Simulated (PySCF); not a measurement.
Molecule: Si(F)(OH)2(SH), SMILES O[Si](O)(F)S, singlet. Atoms near the plane z = 0.8 Å, at the CAM-B3LYP/def2-SVP optimised geometry (x, y, z in Å): O1 (1.4, -1.0, 0.0), Si2 (-0.2, -1.0, 0.0), F4 (-0.7, -1.7, 1.4), S5 (-1.0, 1.0, 0.0), H6 (1.9, -0.5, 0.7), H8 (-1.9, 0.7, 1.0).

Level of theory: CAM-B3LYP/def2-TZVP (PySCF). The values are rescaled to run from 0 to 1.

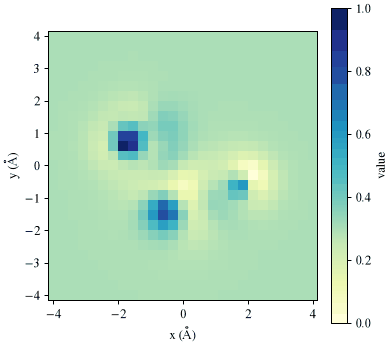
*a field on the plane z = 0.8 Å.*

Problem. Which quantity is mapped?
A. deformation density (molecule minus spherical neutral atoms)
B. Laplacian of the electron density
C. an orbital amplitude
D. log10 of the electron density

Solution. A, deformation density (molecule minus spherical neutral atoms). In full: deformation density (molecule minus spherical neutral atoms) (e/bohr³).
